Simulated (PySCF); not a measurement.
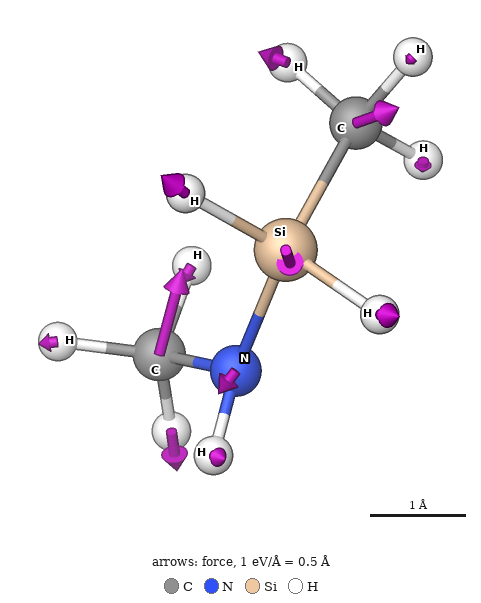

Starting geometry of C2H9NSi with the computed forces as purple arrows. The picture is a ball-and-stick view, seen from a free direction.

The start comes from GFN2-xTB. Its atoms were then displaced at random by about 0.01 Å.

The calculation used PBE0-D3(BJ)/def2-SVP geometry optimisation, gas phase (PySCF 2.14.0, density-fitted response routines). 

Question: What follows when this structure is relaxed?

Answer: It isn't relaxed: the largest force vector, on a C atom, is 1.96 eV/Å. The final displacements have little in common with the starting forces (cosine between the two patterns 0.09). After 9 geometry steps the energy has fallen by 0.150 eV. The largest move after the best rigid fit is that of an H atom, 0.35 Å. Largest moves by element: H 0.35 Å, C 0.15 Å, Si 0.09 Å, N 0.08 Å. Some distances before and after: H–Si 1.459 → 1.507 Å, C–H 1.071 → 1.103 Å, C–H 1.115 → 1.102 Å, C–H 1.097 → 1.109 Å. Bond angles that change, for instance: C–N–H 108.4° → 113.6°, N–Si–C 106.7° → 111.0°, H–C–H 104.6° → 108.6°.
